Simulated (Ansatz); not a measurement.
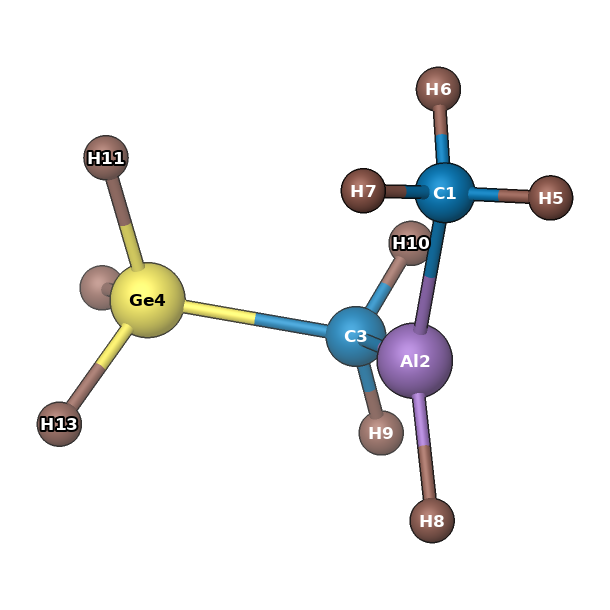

C3 lies behind Al2. The molecule seen a little off the Al2–C3 bond, Al2 in front. Atoms fade into the background with distance from the viewer. The computed structure is the end point of a PBE0-D4/def2-TZVP optimisation. No frequency run is at hand to confirm it as a minimum.

Question: What is the torsion angle C1–Al2–C3–Ge4? The sign is positive where the front bond must turn clockwise to cover the back bond.

Answer: −80°, about perpendicular.
